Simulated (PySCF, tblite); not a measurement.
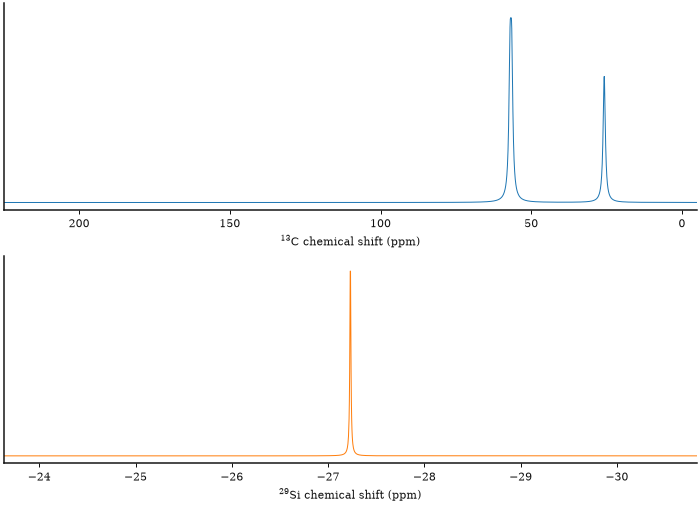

GIAO shifts, PBE0/pcSseg-1 in PySCF, at a GFN2-xTB geometry (a minimum by its frequencies), against TMS for ¹³C and TMS for ²⁹Si computed at the same level. Gas phase, fully decoupled, line heights follow the number of nuclei, widths are arbitrary (no quadrupolar broadening); values of one conformer, averaged over nuclei that symmetry, rotation about single bonds or inversion at nitrogen exchange, these motions taken as fast; other conformers aren't averaged in.

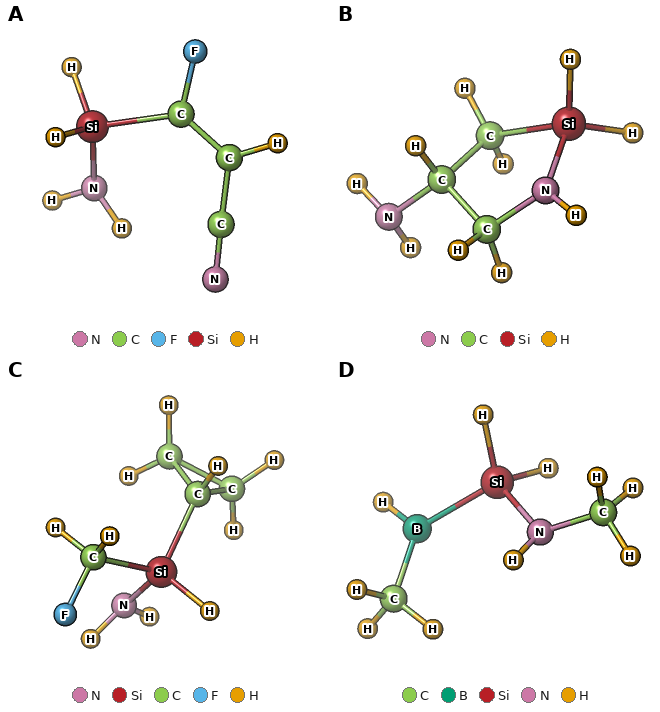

### Which molecule was computed? The candidates are drawn in the second picture.

Structure B, C₃H₁₀N₂Si, SMILES N[C@H]1CN[SiH2]C1. Its ¹³C signals: 57.0 (1 C), 56.5 (1 C), 25.8 (1 C) ppm. Its ²⁹Si signals: −27.2 (1 Si) ppm.

Caveats: the tight-binding geometry is rougher than a DFT one and adds to the error.
